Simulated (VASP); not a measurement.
Band structure of Li3Ca (space group Pm-3m). All values below come from PBE GGA, VASP's PBE PAW potentials (set 64) (plane waves; VASP).

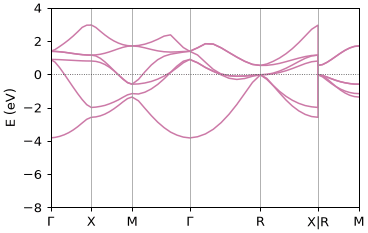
Figure: Bands along high-symmetry lines, zero at the valence-band maximum or, without a gap, the Fermi level

Problem. Read the plot: is there a gap, and where are the band edges?

Solution. It has no gap at this level: it comes out as a metal or semimetal.

The structure was generated: Li3Ca was put into an ordered model structure, which need not be its known phase. The cell was not relaxed at this level. The electron count is odd and the run is not spin-polarised, which forces a metal.
